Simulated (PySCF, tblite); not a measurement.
# C₄H₆, a complex of two parts: NMR shifts, interaction energy, spin-spin couplings and electronic excitations, part 2 of 3

tblite 0.8.0 and PySCF 2.14.0. Atoms count from 0, parts from 1. Earlier steps stand in the parts before.

## (5) Counterpoise and decomposition: wB97M-D3(BJ)/def2-TZVPD

What the job is given:

```
{"job": {"kind": "inter", "xc": "wB97M-D3(BJ)", "basis": "def2-TZVPD", "pairs": false}, "charge": 0, "multiplicity": 1, "parts": [{"atoms": "0-3", "charge": 0, "multiplicity": 1}, {"atoms": "4-9", "charge": 0, "multiplicity": 1}]}
C     -0.745909    -0.182573     0.027471
C      0.351602     0.252422     0.286382
H     -1.720404    -0.569679    -0.205024
H      1.333395     0.627320     0.517704
C      4.164466     0.905465     0.537976
C      3.754781     0.110159     1.524856
H      4.573079     1.899289     0.735245
H      4.114746     0.591390    -0.507250
H      3.808277     0.424175     2.569952
H      3.349758    -0.885463     1.328372
```

Method: wB97M-D3(BJ)/def2-TZVPD interaction energy, counterpoise and uncorrected, gas phase.

What it wrote:

```text
part 1, own basis, geometry of the cluster
coarse grid: 15304 points
cycle   1  E = -77.3669884893  dE =  9.050e-02  |g| = 2.302e-01  |ddm| = 4.075e+00
cycle   2  E = -77.3787061653  dE = -1.172e-02  |g| = 1.096e-01  |ddm| = 9.348e-01
cycle   3  E = -77.3815848435  dE = -2.879e-03  |g| = 1.654e-02  |ddm| = 1.590e-01
cycle   4  E = -77.3816683430  dE = -8.350e-05  |g| = 2.365e-03  |ddm| = 3.040e-01
cycle   5  E = -77.3816706124  dE = -2.269e-06  |g| = 9.093e-04  |ddm| = 1.978e-02
final grid: 33160 points
cycle   6  E = -77.3816879473  dE =  9.396e-08  |g| = 1.181e-03  |ddm| = 4.766e-03
cycle   7  E = -77.3816876902  dE =  2.572e-07  |g| = 1.584e-03  |ddm| = 2.841e-03
cycle   8  E = -77.3816882762  dE = -5.860e-07  |g| = 1.518e-05  |ddm| = 1.315e-03
cycle   9  E = -77.3816882764  dE = -2.048e-10  |g| = 3.083e-06  |ddm| = 4.613e-04
converged SCF energy = -77.3816882764

part 2, own basis, geometry of the cluster
coarse grid: 20248 points
cycle   1  E = -78.6236401751  dE =  3.014e-02  |g| = 1.573e-01  |ddm| = 1.593e+00
cycle   2  E = -78.6291586289  dE = -5.518e-03  |g| = 8.401e-02  |ddm| = 2.527e-01
cycle   3  E = -78.6308848847  dE = -1.726e-03  |g| = 1.508e-02  |ddm| = 8.182e-02
cycle   4  E = -78.6309639897  dE = -7.910e-05  |g| = 1.741e-03  |ddm| = 2.523e-02
cycle   5  E = -78.6309658028  dE = -1.813e-06  |g| = 3.632e-04  |ddm| = 3.964e-03
final grid: 43904 points
cycle   6  E = -78.6309678529  dE = -1.124e-07  |g| = 1.327e-04  |ddm| = 6.175e-03
cycle   7  E = -78.6309678654  dE = -1.248e-08  |g| = 6.985e-05  |ddm| = 1.037e-03
cycle   8  E = -78.6309678672  dE = -1.818e-09  |g| = 2.955e-05  |ddm| = 1.875e-04
cycle   9  E = -78.6309678677  dE = -4.805e-10  |g| = 9.345e-06  |ddm| = 1.296e-04
converged SCF energy = -78.6309678677

part 1, own basis, relaxed alone
coarse grid: 15304 points
cycle   1  E = -77.3670597545  dE =  9.290e-02  |g| = 2.304e-01  |ddm| = 4.157e+00
cycle   2  E = -77.3787842308  dE = -1.172e-02  |g| = 1.098e-01  |ddm| = 9.657e-01
cycle   3  E = -77.3816705022  dE = -2.886e-03  |g| = 1.648e-02  |ddm| = 1.617e-01
cycle   4  E = -77.3817536262  dE = -8.312e-05  |g| = 2.266e-03  |ddm| = 3.071e-01
cycle   5  E = -77.3817559642  dE = -2.338e-06  |g| = 2.364e-04  |ddm| = 1.971e-02
final grid: 33160 points
cycle   6  E = -77.3817671754  dE = -4.431e-08  |g| = 7.377e-05  |ddm| = 1.400e-02
cycle   7  E = -77.3817671790  dE = -3.546e-09  |g| = 2.755e-05  |ddm| = 8.086e-04
cycle   8  E = -77.3817671793  dE = -2.905e-10  |g| = 2.524e-05  |ddm| = 2.986e-04
converged SCF energy = -77.3817671793

part 2, own basis, relaxed alone
coarse grid: 20248 points
cycle   1  E = -78.6236400972  dE =  3.226e-02  |g| = 1.578e-01  |ddm| = 1.593e+00
cycle   2  E = -78.6291742751  dE = -5.534e-03  |g| = 8.449e-02  |ddm| = 2.540e-01
cycle   3  E = -78.6309198163  dE = -1.746e-03  |g| = 1.506e-02  |ddm| = 8.206e-02
cycle   4  E = -78.6309987079  dE = -7.889e-05  |g| = 1.737e-03  |ddm| = 2.538e-02
cycle   5  E = -78.6310005114  dE = -1.804e-06  |g| = 3.609e-04  |ddm| = 3.924e-03
final grid: 43904 points
cycle   6  E = -78.6309983865  dE = -1.268e-07  |g| = 1.331e-04  |ddm| = 3.570e-03
cycle   7  E = -78.6309984008  dE = -1.428e-08  |g| = 6.289e-05  |ddm| = 7.060e-04
cycle   8  E = -78.6309984027  dE = -1.874e-09  |g| = 2.756e-05  |ddm| = 1.957e-04
cycle   9  E = -78.6309984031  dE = -4.380e-10  |g| = 1.276e-06  |ddm| = 1.061e-04
converged SCF energy = -78.6309984031

cluster
final grid: 77064 points
cycle   1  E = -156.0137341161  dE = -1.166e-03  |g| = 1.254e-02  |ddm| = 3.712e+00
cycle   2  E = -156.0138056228  dE = -7.151e-05  |g| = 8.152e-03  |ddm| = 1.095e-01
cycle   3  E = -156.0138207485  dE = -1.513e-05  |g| = 4.307e-03  |ddm| = 1.491e-02
cycle   4  E = -156.0138264883  dE = -5.740e-06  |g| = 7.411e-04  |ddm| = 1.230e-02
cycle   5  E = -156.0138267494  dE = -2.611e-07  |g| = 1.474e-04  |ddm| = 2.740e-03
cycle   6  E = -156.0138267580  dE = -8.567e-09  |g| = 8.529e-05  |ddm| = 6.306e-04
cycle   7  E = -156.0138267602  dE = -2.255e-09  |g| = 1.476e-05  |ddm| = 3.328e-04
cycle   8  E = -156.0138267603  dE = -7.392e-11  |g| = 3.944e-06  |ddm| = 8.380e-05
converged SCF energy = -156.0138267603

part 1 in the basis of the cluster
final grid: 77064 points
cycle   1  E = -77.3817169744  dE = -2.930e-05  |g| = 1.085e-03  |ddm| = 3.673e+00
cycle   2  E = -77.3817179509  dE = -9.766e-07  |g| = 2.099e-04  |ddm| = 6.911e-02
cycle   3  E = -77.3817179960  dE = -4.505e-08  |g| = 6.456e-05  |ddm| = 1.303e-02
cycle   4  E = -77.3817179971  dE = -1.134e-09  |g| = 2.146e-05  |ddm| = 4.450e-04
cycle   5  E = -77.3817179972  dE = -1.231e-10  |g| = 1.415e-05  |ddm| = 1.943e-04
converged SCF energy = -77.3817179972

part 2 in the basis of the cluster
final grid: 77064 points
cycle   1  E = -78.6310456818  dE = -7.772e-05  |g| = 1.819e-03  |ddm| = 3.838e-01
cycle   2  E = -78.6310489304  dE = -3.249e-06  |g| = 4.163e-04  |ddm| = 6.257e-02
cycle   3  E = -78.6310491490  dE = -2.187e-07  |g| = 1.131e-04  |ddm| = 1.591e-02
cycle   4  E = -78.6310491537  dE = -4.630e-09  |g| = 2.896e-05  |ddm| = 7.313e-04
cycle   5  E = -78.6310491543  dE = -6.101e-10  |g| = 6.968e-06  |ddm| = 4.490e-04
converged SCF energy = -78.6310491543

Interaction energy (kcal/mol)
  counterpoise       -1.610
  uncorrected        -1.680
  dispersion part    -0.945
  deformation         0.070
  binding            -1.541

Decomposition of the uncorrected value (kcal/mol)
  electrostatic      -2.108
  Pauli               2.163
  orbital            -0.790
  dispersion         -0.945

Charge of each part in the cluster: -0.005 0.005
```

Wall time 43 s (1 thread of Arm Neoverse V1, shared host); peak memory 0.62 GiB.

Contacts at this geometry (a selection, picked against the atoms' radii; other short pairs can be missing):

```tsv
atoms	distance (Å)	kind (by distance and angle)	angle (°)
H3···C5	2.67	inside the van der Waals sum	–
```

The decomposition goes in steps from the parts' own densities: electrostatics between them unchanged, then the rise on making their orbitals orthogonal (called Pauli here; it holds the exchange-correlation between the parts too, so it can be small or negative at long range), then orbital relaxation, then the dispersion term. Charges of the parts share the cluster's density out in proportion to the parts' own densities.

The SCF energies in the log hold no dispersion term; the tabulated energies do.

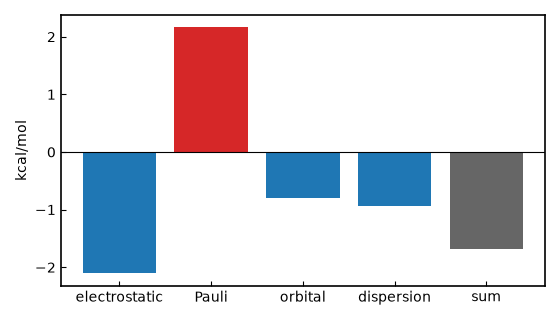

The terms of the uncorrected interaction energy.

The parts:

```tsv
part	SMILES	deformation (kcal/mol)	HOMO alone (eV)	charge in the cluster (e)
1	C#C	0.05	-10.79	-0.005
2	C=C	0.02	-10.27	0.005
```

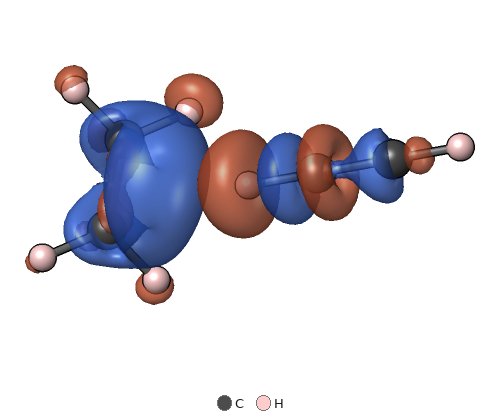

Density of the cluster less that of its parts, at ±0.002 e/Å³ (gain blue, loss red).

## (6) Counterpoise and decomposition: PBE0-D3(BJ)/def2-TZVPD

What the job is given:

```
{"job": {"kind": "inter", "xc": "PBE0", "basis": "def2-TZVPD", "disp": "d3bj"}, "charge": 0, "multiplicity": 1, "parts": [{"atoms": "0-3", "charge": 0, "multiplicity": 1}, {"atoms": "4-9", "charge": 0, "multiplicity": 1}]}
C     -0.745909    -0.182573     0.027471
C      0.351602     0.252422     0.286382
H     -1.720404    -0.569679    -0.205024
H      1.333395     0.627320     0.517704
C      4.164466     0.905465     0.537976
C      3.754781     0.110159     1.524856
H      4.573079     1.899289     0.735245
H      4.114746     0.591390    -0.507250
H      3.808277     0.424175     2.569952
H      3.349758    -0.885463     1.328372
```

Method: PBE0-D3(BJ)/def2-TZVPD interaction energy, counterpoise and uncorrected, gas phase.

What it wrote:

```text
part 1, own basis, geometry of the cluster
coarse grid: 3416 points
cycle   1  E = -77.2342813708  dE =  9.651e-02  |g| = 3.135e-01  |ddm| = 2.052e+00
cycle   2  E = -77.2383310761  dE = -4.050e-03  |g| = 2.811e-01  |ddm| = 7.932e-01
cycle   3  E = -77.2595037199  dE = -2.117e-02  |g| = 1.433e-02  |ddm| = 3.305e-01
cycle   4  E = -77.2595545255  dE = -5.081e-05  |g| = 3.116e-03  |ddm| = 1.139e-01
cycle   5  E = -77.2595524562  dE =  2.069e-06  |g| = 4.161e-03  |ddm| = 4.556e-03
cycle   6  E = -77.2595568257  dE = -4.370e-06  |g| = 7.554e-05  |ddm| = 2.363e-03
final grid: 33160 points
cycle   7  E = -77.2560724364  dE = -1.411e-05  |g| = 3.122e-03  |ddm| = 1.044e-01
cycle   8  E = -77.2560729511  dE = -5.147e-07  |g| = 2.732e-03  |ddm| = 7.434e-03
cycle   9  E = -77.2560749273  dE = -1.976e-06  |g| = 2.386e-04  |ddm| = 5.466e-03
cycle  10  E = -77.2560749213  dE =  5.975e-09  |g| = 2.783e-04  |ddm| = 7.355e-04
cycle  11  E = -77.2560749410  dE = -1.963e-08  |g| = 1.205e-05  |ddm| = 1.855e-04
cycle  12  E = -77.2560749410  dE = -3.173e-11  |g| = 5.798e-07  |ddm| = 5.183e-05
converged SCF energy = -77.2560749410

part 2, own basis, geometry of the cluster
coarse grid: 4656 points
cycle   1  E = -78.4974064694  dE = -1.228e-02  |g| = 2.704e-01  |ddm| = 1.581e+00
cycle   2  E = -78.4958540477  dE =  1.552e-03  |g| = 2.843e-01  |ddm| = 4.680e-01
cycle   3  E = -78.5173348304  dE = -2.148e-02  |g| = 5.046e-03  |ddm| = 2.222e-01
cycle   4  E = -78.5173426118  dE = -7.781e-06  |g| = 5.828e-04  |ddm| = 8.082e-03
final grid: 43904 points
cycle   5  E = -78.5122591597  dE = -1.719e-05  |g| = 4.886e-03  |ddm| = 7.707e-02
cycle   6  E = -78.5122586522  dE =  5.074e-07  |g| = 5.023e-03  |ddm| = 7.194e-03
cycle   7  E = -78.5122651980  dE = -6.546e-06  |g| = 1.417e-04  |ddm| = 3.861e-03
cycle   8  E = -78.5122651996  dE = -1.546e-09  |g| = 1.133e-04  |ddm| = 2.389e-04
cycle   9  E = -78.5122652027  dE = -3.150e-09  |g| = 2.620e-05  |ddm| = 7.856e-05
cycle  10  E = -78.5122652029  dE = -1.751e-10  |g| = 1.017e-06  |ddm| = 2.290e-05
converged SCF energy = -78.5122652029

part 1, own basis, relaxed alone
coarse grid: 3416 points
cycle   1  E = -77.2342621901  dE =  9.846e-02  |g| = 3.138e-01  |ddm| = 2.057e+00
cycle   2  E = -77.2383396299  dE = -4.077e-03  |g| = 2.813e-01  |ddm| = 8.064e-01
cycle   3  E = -77.2595242027  dE = -2.118e-02  |g| = 1.420e-02  |ddm| = 3.332e-01
cycle   4  E = -77.2595757400  dE = -5.154e-05  |g| = 1.741e-03  |ddm| = 1.144e-01
cycle   5  E = -77.2595763516  dE = -6.116e-07  |g| = 8.987e-05  |ddm| = 2.817e-03
final grid: 33160 points
cycle   6  E = -77.2561392067  dE = -1.441e-05  |g| = 3.140e-03  |ddm| = 1.393e-01
cycle   7  E = -77.2561397334  dE = -5.266e-07  |g| = 2.742e-03  |ddm| = 8.310e-03
cycle   8  E = -77.2561417229  dE = -1.990e-06  |g| = 2.329e-04  |ddm| = 5.541e-03
cycle   9  E = -77.2561417172  dE =  5.695e-09  |g| = 2.715e-04  |ddm| = 7.267e-04
cycle  10  E = -77.2561417359  dE = -1.868e-08  |g| = 1.241e-05  |ddm| = 1.763e-04
cycle  11  E = -77.2561417359  dE = -3.431e-11  |g| = 5.840e-07  |ddm| = 4.818e-05
converged SCF energy = -77.2561417359

part 2, own basis, relaxed alone
coarse grid: 4656 points
cycle   1  E = -78.4973069651  dE = -1.053e-02  |g| = 2.712e-01  |ddm| = 1.587e+00
cycle   2  E = -78.4957232627  dE =  1.584e-03  |g| = 2.852e-01  |ddm| = 4.695e-01
cycle   3  E = -78.5173374887  dE = -2.161e-02  |g| = 5.060e-03  |ddm| = 2.229e-01
cycle   4  E = -78.5173453253  dE = -7.837e-06  |g| = 5.781e-04  |ddm| = 7.922e-03
final grid: 43904 points
cycle   5  E = -78.5122874429  dE = -1.827e-05  |g| = 4.762e-03  |ddm| = 9.712e-02
cycle   6  E = -78.5122869870  dE =  4.559e-07  |g| = 4.890e-03  |ddm| = 8.884e-03
cycle   7  E = -78.5122931888  dE = -6.202e-06  |g| = 1.105e-04  |ddm| = 3.743e-03
cycle   8  E = -78.5122931916  dE = -2.818e-09  |g| = 2.059e-05  |ddm| = 2.776e-04
cycle   9  E = -78.5122931917  dE = -8.225e-11  |g| = 8.188e-06  |ddm| = 5.157e-05
converged SCF energy = -78.5122931917

cluster
final grid: 77064 points
cycle   1  E = -155.7699614918  dE = -1.368e-03  |g| = 1.504e-02  |ddm| = 2.388e+00
cycle   2  E = -155.7699032153  dE =  5.828e-05  |g| = 2.245e-02  |ddm| = 7.002e-02
cycle   3  E = -155.7700200643  dE = -1.168e-04  |g| = 6.277e-03  |ddm| = 1.528e-02
cycle   4  E = -155.7700302877  dE = -1.022e-05  |g| = 5.678e-04  |ddm| = 6.006e-03
cycle   5  E = -155.7700303218  dE = -3.413e-08  |g| = 5.342e-04  |ddm| = 2.079e-03
cycle   6  E = -155.7700303957  dE = -7.386e-08  |g| = 5.935e-05  |ddm| = 5.024e-04
cycle   7  E = -155.7700303966  dE = -9.038e-10  |g| = 1.777e-05  |ddm| = 9.896e-05
converged SCF energy = -155.7700303966

part 1 in the basis of the cluster
final grid: 77064 points
cycle   1  E = -77.2560975899  dE = -2.290e-05  |g| = 3.671e-04  |ddm| = 2.343e+00
cycle   2  E = -77.2560976659  dE = -7.599e-08  |g| = 1.859e-04  |ddm| = 2.594e-02
cycle   3  E = -77.2560976673  dE = -1.395e-09  |g| = 1.789e-04  |ddm| = 1.355e-03
cycle   4  E = -77.2560976744  dE = -7.095e-09  |g| = 6.512e-05  |ddm| = 3.388e-04
cycle   5  E = -77.2560976755  dE = -1.079e-09  |g| = 1.966e-06  |ddm| = 1.005e-04
cycle   6  E = -77.2560976755  dE = -1.307e-12  |g| = 3.484e-07  |ddm| = 1.081e-05
converged SCF energy = -77.2560976755

part 2 in the basis of the cluster
final grid: 77064 points
cycle   1  E = -78.5123334145  dE = -6.788e-05  |g| = 6.103e-04  |ddm| = 3.492e-01
cycle   2  E = -78.5123337218  dE = -3.073e-07  |g| = 2.181e-04  |ddm| = 1.574e-02
cycle   3  E = -78.5123337296  dE = -7.807e-09  |g| = 1.639e-04  |ddm| = 1.281e-03
cycle   4  E = -78.5123337366  dE = -7.026e-09  |g| = 1.401e-05  |ddm| = 2.095e-04
cycle   5  E = -78.5123337366  dE = -4.101e-11  |g| = 6.322e-06  |ddm| = 2.184e-05
converged SCF energy = -78.5123337366

Interaction energy (kcal/mol)
  counterpoise       -1.762
  uncorrected        -1.819
  dispersion part    -0.758
  deformation         0.060
  binding            -1.702

Decomposition of the uncorrected value (kcal/mol)
  electrostatic      -2.067
  Pauli               1.908
  orbital            -0.902
  dispersion         -0.758

Charge of each part in the cluster: -0.006 0.006
```

Run time: 17 s. Hardware: 1 thread of Arm Neoverse V1, shared host; peak memory 0.62 GiB.

Counterpoise interaction energy: -1.76 kcal/mol.

(Part 2 of 3 ends here.)
